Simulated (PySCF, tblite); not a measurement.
**C₅H₄F₃NS: dynamics, then NMR shifts on frames, part 1 of 2**

How do NMR shifts of C₅H₄F₃NS (`Cc1cc(C(F)(F)F)sn1`) change as the atoms move?

Computed with tblite 0.8.0 and PySCF 2.14.0, with density-fitted response routines of our own, on a single molecule in the gas phase. Atoms count from 0, in the outputs and in this text.

## (1) The starting structure

14 atoms, charge 0, multiplicity 1; geometry from: GFN2-xTB.

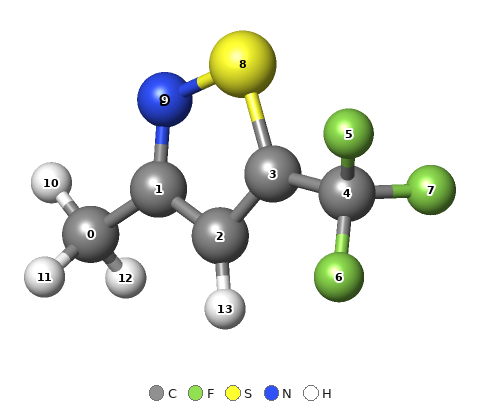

As it starts; carbon grey, fluorine green, sulfur yellow, nitrogen blue, hydrogen white, atoms numbered.

## (2) A short Langevin run with GFN2-xTB

What the job is given:

```
{"job": {"kind": "md", "xc": "GFN2-xTB", "basis": "xTB", "temperature": 600, "steps": 2000, "every": 50, "frames": 5}, "charge": 0, "multiplicity": 1}
C     -2.563616    -0.112558    -0.017571
C     -1.153746     0.348887     0.083905
C     -0.017447    -0.476587    -0.097141
C      1.124187     0.259939     0.068195
C      2.529103    -0.203420    -0.056738
F      3.347295     0.367184     0.840421
F      2.637071    -1.530305     0.109604
F      3.054304     0.068037    -1.267464
S      0.709645     1.897068     0.419246
N     -0.880670     1.601312     0.355693
H     -3.235032     0.717278     0.180579
H     -2.750065    -0.909542     0.700386
H     -2.756763    -0.502278    -1.015687
H     -0.044945    -1.525488    -0.325595
```

Level: GFN2-xTB Langevin dynamics, gas phase.

On the command line:

```
$ OMP_NUM_THREADS=1 python probes_run.py task.json out
```

The driver reads the jobs from task.json and runs them one after another.

What it wrote:

```text
t/fs     T/K      E/eV
    0.0   464.8   -901.05375
   25.0   350.5   -900.63768
   50.0   391.6   -900.56263
   75.0   373.5   -900.56864
  100.0   446.8   -900.38589
  125.0   480.8   -900.47136
  150.0   461.6   -900.35883
  175.0   503.9   -900.57248
  200.0   428.3   -900.28549
  225.0   556.6   -900.52771
  250.0   645.9   -900.68582
  275.0   512.5   -900.13554
  300.0   605.6   -900.08174
  325.0   556.7   -900.02886
  350.0   531.4   -899.99003
  375.0   630.5   -900.43525
  400.0   655.1   -900.50591
  425.0   486.6   -900.20848
  450.0   603.4   -900.25911
  475.0   496.3   -900.31223
  500.0   382.4   -900.07627
  525.0   366.6   -900.20127
  550.0   384.8   -900.48534
  575.0   472.8   -900.28306
  600.0   566.9   -900.03141
  625.0   523.4   -899.84631
  650.0   656.1   -900.17939
  675.0   579.1   -900.57141
  700.0   408.7   -900.47346
  725.0   429.1   -900.34697
  750.0   626.9   -900.28122
  775.0   510.5   -900.16498
  800.0   717.4   -900.34790
  825.0   567.8   -900.11774
  850.0   496.4   -900.30811
  875.0   655.0   -900.18377
  900.0   543.4   -899.78827
  925.0   691.2   -899.88860
  950.0   791.8   -899.86576
  975.0   658.0   -899.96966
 1000.0   564.5   -899.96412
```

Wall time 17 s (1 thread of Intel Xeon Platinum 8375C at 2.90GHz, shared host); peak memory 0.18 GiB.

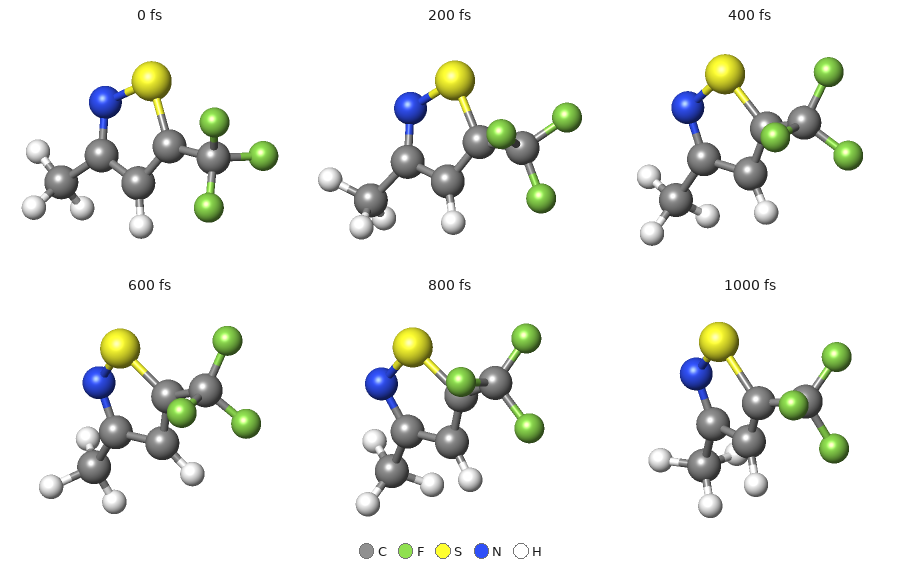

Frames of the run.

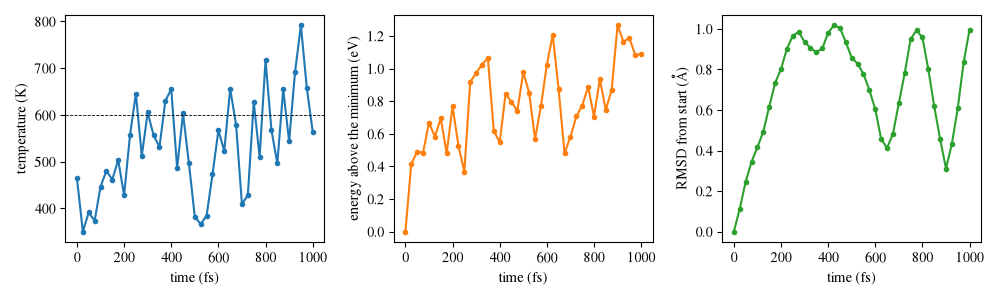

Temperature, potential energy and distance from the start.

Positions (Å) and forces (eV/Å) at 1000 fs:

```xyz
14

C    -2.047   -0.708   -0.202   -0.791    2.538    0.498
C    -0.981   -0.016    0.678   -0.909   -0.426   -0.299
C     0.280   -0.643    0.685   -0.862   -2.085   -0.135
C     1.184    0.046    1.361    0.842    3.339    1.598
C     2.642   -0.087    1.222   -0.001   -1.090    0.115
F     3.281   -0.538    2.304   -0.012   -0.692    0.330
F     2.763   -1.062    0.234    1.061    1.017    0.598
F     3.339    1.019    0.952   -0.398   -0.037   -0.890
S     0.365    1.556    2.061    0.744   -1.880   -1.266
N    -1.015    1.105    1.360   -1.084   -0.179   -0.471
H    -1.785   -1.765   -0.242   -0.350    0.376   -0.225
H    -1.952   -0.166   -1.233   -0.404   -1.243    1.674
H    -3.123   -0.524    0.232    2.047   -0.421   -0.960
H     0.406   -1.710    0.466    0.116    0.782   -0.568
```

## (3) NMR shieldings: 250 fs, PBE0/pcSseg-1

What the job is given:

```
{"job": {"kind": "nmr", "xc": "PBE0", "basis": "pcSseg-1", "pop": false}, "charge": 0, "multiplicity": 1}
C     -2.647300    -1.051000     0.078800
C     -1.330900    -0.384800     0.270600
C     -0.054800    -0.935500     0.130300
C      0.910500     0.000900     0.346300
C      2.345500    -0.238400     0.150300
F      2.906500    -0.634300     1.275900
F      2.486000    -1.300000    -0.683600
F      3.117600     0.713500    -0.376700
S      0.169600     1.557400     0.708900
N     -1.353000     0.840600     0.696600
H     -2.687800    -1.504400    -0.908700
H     -3.445700    -0.333500     0.204100
H     -2.908800    -1.857800     0.870700
H      0.148000    -1.958800    -0.138300
```

Level: GIAO PBE0/pcSseg-1 NMR shielding, non-relativistic, gas phase.

What it wrote:

```text
coarse grid: 13856 points
cycle   1  E = -944.3869689999  dE =  1.940e+00  |g| = 9.364e-01  |ddm| = 3.897e+00
cycle   2  E = -944.1497686402  dE =  2.372e-01  |g| = 1.507e+00  |ddm| = 1.693e+00
cycle   3  E = -944.5303244845  dE = -3.806e-01  |g| = 2.273e-01  |ddm| = 1.265e+00
cycle   4  E = -944.5413913052  dE = -1.107e-02  |g| = 8.629e-02  |ddm| = 2.933e-01
cycle   5  E = -944.5430277673  dE = -1.636e-03  |g| = 2.590e-02  |ddm| = 1.171e-01
cycle   6  E = -944.5431607551  dE = -1.330e-04  |g| = 7.979e-03  |ddm| = 2.943e-02
cycle   7  E = -944.5431739195  dE = -1.316e-05  |g| = 2.217e-03  |ddm| = 8.384e-03
cycle   8  E = -944.5431751164  dE = -1.197e-06  |g| = 5.461e-04  |ddm| = 3.020e-03
final grid: 135080 points
cycle   9  E = -944.6211676424  dE = -3.818e-05  |g| = 1.003e-02  |ddm| = 3.830e-02
cycle  10  E = -944.6211274721  dE =  4.017e-05  |g| = 1.607e-02  |ddm| = 2.597e-02
cycle  11  E = -944.6211912093  dE = -6.374e-05  |g| = 1.562e-03  |ddm| = 1.819e-02
cycle  12  E = -944.6211918066  dE = -5.973e-07  |g| = 4.429e-04  |ddm| = 1.929e-03
cycle  13  E = -944.6211918439  dE = -3.730e-08  |g| = 1.546e-04  |ddm| = 4.393e-04
cycle  14  E = -944.6211918488  dE = -4.914e-09  |g| = 4.709e-05  |ddm| = 1.502e-04
cycle  15  E = -944.6211918492  dE = -4.043e-10  |g| = 2.381e-05  |ddm| = 6.625e-05
converged SCF energy = -944.6211918492

GIAO shielding tensors (ppm)
atom      isotropic    diamagn.    paramagn.     s11        s22        s33       span
  0 C      162.719     243.858     -81.139    147.109    153.214    187.835     40.726
  1 C       18.241     257.004    -238.763    -57.148     -2.365    114.236    171.384
  2 C       57.284     253.903    -196.619    -15.615     46.983    140.484    156.098
  3 C       15.612     268.853    -253.241    -65.077      1.305    110.607    175.684
  4 C       58.089     237.261    -179.172     50.839     53.075     70.353     19.513
  5 F      235.507     470.181    -234.674    156.269    241.789    308.461    152.192
  6 F      229.328     475.993    -246.665    157.851    179.447    350.685    192.835
  7 F      253.742     470.658    -216.916    185.690    233.734    341.804    156.114
  8 S       75.728    1056.724    -980.996   -188.743    196.153    219.774    408.517
  9 N     -106.439     331.273    -437.712   -349.933   -131.504    162.120    512.052
 10 H       29.114      27.520       1.594     24.769     27.744     34.830     10.060
 11 H       28.616      27.076       1.540     23.767     28.169     33.911     10.144
 12 H       27.416      24.891       2.525     23.423     25.451     33.374      9.951
 13 H       24.216      33.525      -9.309     20.382     23.070     29.196      8.813
```

It took 31 s on 1 thread of Intel Xeon Platinum 8375C at 2.90GHz, shared host; peak memory 0.85 GiB.

The references, computed at this level on geometries of the same kind, shield at (ppm): 1H TMS 31.72, 13C TMS 186.9, 19F CFCl3 170.9, 15N NH3 267.7, 33S CS2 504. Their shielding less the atom's gives the shift. The references are single molecules in the gas phase, so shifts against H2O, NH3, PH3, H3PO4 or CFCl3 are not on the usual liquid scales and can be off by tens of ppm. Each atom is listed at this fixed geometry, with no averaging over motion; a spectrum would average atoms that exchange fast.

| atoms | environment | σ (ppm) | δ (ppm) |
| --- | --- | --- | --- |
| C3 | substituted aromatic carbon next to the ring sulfur | 15.6 | 171.3 |
| C1 | substituted aromatic carbon next to a ring nitrogen | 18.2 | 168.7 |
| C2 | aromatic CH | 57.3 | 129.6 |
| C4 | CF3 carbon | 58.1 | 128.8 |
| C0 | methyl carbon on an aromatic ring | 162.7 | 24.2 |
| H13 | hydrogen on an aromatic CH | 24.22 | 7.50 |
| H12 | hydrogen on a methyl carbon on an aromatic ring | 27.42 | 4.30 |
| H11 | hydrogen on a methyl carbon on an aromatic ring | 28.62 | 3.10 |
| H10 | hydrogen on a methyl carbon on an aromatic ring | 29.11 | 2.60 |
| F6 | fluorine of a CF3 group | 229.3 | -58.4 |
| F5 | fluorine of a CF3 group | 235.5 | -64.6 |
| F7 | fluorine of a CF3 group | 253.7 | -82.8 |
| S8 | aromatic ring sulfur | 76 | 428 |
| N9 | pyridine-type nitrogen of an azole | -106.4 | 374.2 |

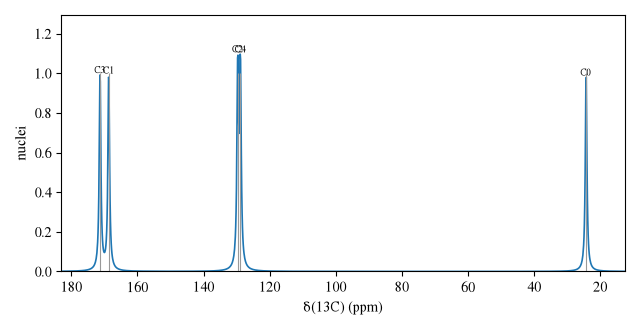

13C lines at the computed shifts, without couplings. Lines are broadened to a width of 0.59 ppm (Lorentzian).

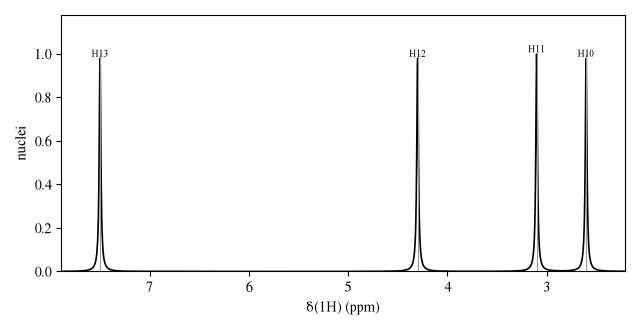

1H lines at the computed shifts, without couplings. Lines are broadened to a width of 0.02 ppm (Lorentzian).

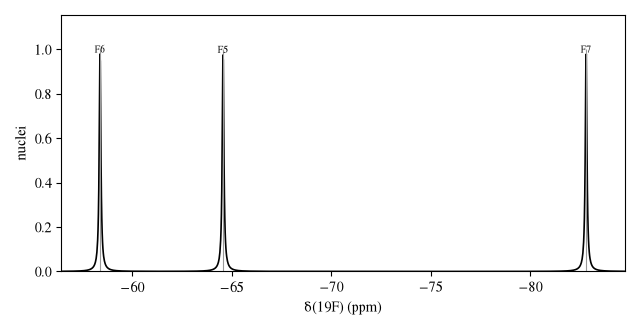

19F lines at the computed shifts, without couplings. Lines are broadened to a width of 0.10 ppm (Lorentzian).

Ring of atoms C1, C2, C3, S8, N9: NICS(0) -11.4, NICS(1) -11.1, NICS(1)zz -25.2 ppm (means of both faces).

## (4) NMR shieldings: 425 fs, PBE0/pcSseg-1

What the job is given:

```
{"job": {"kind": "nmr", "xc": "PBE0", "basis": "pcSseg-1", "pop": false}, "charge": 0, "multiplicity": 1}
C     -2.371200    -1.147900    -0.511600
C     -1.161200    -0.514500     0.018600
C      0.161100    -0.874900    -0.225000
C      1.100800     0.038200     0.183700
C      2.469900    -0.212500     0.464300
F      2.485500    -0.767000     1.752600
F      3.232800    -0.915800    -0.275000
F      3.072500     0.983100     0.583100
S      0.119000     1.407700     0.895300
N     -1.221900     0.627300     0.737300
H     -2.284500    -1.554700    -1.509500
H     -3.101500    -0.322900    -0.507400
H     -2.834600    -1.927000     0.135100
H      0.389800    -1.874100    -0.625800
```

Method: GIAO PBE0/pcSseg-1 NMR shielding, non-relativistic, gas phase.

What it wrote:

```text
coarse grid: 13856 points
cycle   1  E = -944.3699005848  dE =  2.057e+00  |g| = 9.230e-01  |ddm| = 3.836e+00
cycle   2  E = -944.1573572642  dE =  2.125e-01  |g| = 1.464e+00  |ddm| = 1.543e+00
cycle   3  E = -944.5058920994  dE = -3.485e-01  |g| = 2.400e-01  |ddm| = 1.141e+00
cycle   4  E = -944.5182953106  dE = -1.240e-02  |g| = 9.040e-02  |ddm| = 3.011e-01
cycle   5  E = -944.5201076866  dE = -1.812e-03  |g| = 3.073e-02  |ddm| = 1.158e-01
cycle   6  E = -944.5202933347  dE = -1.856e-04  |g| = 8.162e-03  |ddm| = 3.145e-02
cycle   7  E = -944.5203067709  dE = -1.344e-05  |g| = 2.729e-03  |ddm| = 9.020e-03
cycle   8  E = -944.5203085555  dE = -1.785e-06  |g| = 6.840e-04  |ddm| = 3.594e-03
final grid: 135080 points
cycle   9  E = -944.5973735673  dE = -3.112e-05  |g| = 1.035e-02  |ddm| = 3.435e-02
cycle  10  E = -944.5973288057  dE =  4.476e-05  |g| = 1.685e-02  |ddm| = 2.650e-02
cycle  11  E = -944.5973980511  dE = -6.925e-05  |g| = 1.971e-03  |ddm| = 1.888e-02
cycle  12  E = -944.5973989637  dE = -9.125e-07  |g| = 5.473e-04  |ddm| = 2.405e-03
cycle  13  E = -944.5973990162  dE = -5.253e-08  |g| = 2.338e-04  |ddm| = 6.551e-04
cycle  14  E = -944.5973990265  dE = -1.029e-08  |g| = 1.025e-04  |ddm| = 2.838e-04
cycle  15  E = -944.5973990288  dE = -2.378e-09  |g| = 2.234e-05  |ddm| = 1.057e-04
cycle  16  E = -944.5973990290  dE = -1.312e-10  |g| = 3.696e-06  |ddm| = 2.607e-05
converged SCF energy = -944.5973990290

GIAO shielding tensors (ppm)
atom      isotropic    diamagn.    paramagn.     s11        s22        s33       span
  0 C      167.376     244.595     -77.219    152.010    159.576    190.543     38.533
  1 C       14.988     257.834    -242.846    -49.400     -2.751     97.117    146.517
  2 C       54.509     255.641    -201.133    -31.325     37.130    157.722    189.048
  3 C       -2.101     265.605    -267.706   -104.544      1.313     96.929    201.473
  4 C       58.208     241.404    -183.196     47.285     59.169     68.172     20.887
  5 F      174.353     475.988    -301.635     84.130    123.486    315.443    231.313
  6 F      280.933     469.691    -188.758    237.105    288.609    317.085     79.980
  7 F      244.405     472.504    -228.099    167.004    226.041    340.171    173.166
  8 S       78.985    1057.153    -978.168    -61.222     37.342    260.835    322.057
  9 N      -99.114     332.162    -431.276   -403.065   -114.321    220.045    623.110
 10 H       29.378      28.243       1.135     24.786     28.080     35.267     10.482
 11 H       27.845      26.958       0.887     22.131     28.224     33.179     11.047
 12 H       28.220      25.825       2.396     24.870     25.214     34.577      9.707
 13 H       23.950      32.760      -8.810     20.777     22.710     28.363      7.586
```

Wall time 32 s (1 thread of Intel Xeon Platinum 8375C at 2.90GHz, shared host); peak memory 0.96 GiB.

In short: δ C3 189.0, C1 171.9, C2 132.4, C4 128.7, H13 7.77, H11 3.87 ppm.

(Continued in part 2 of 2.)
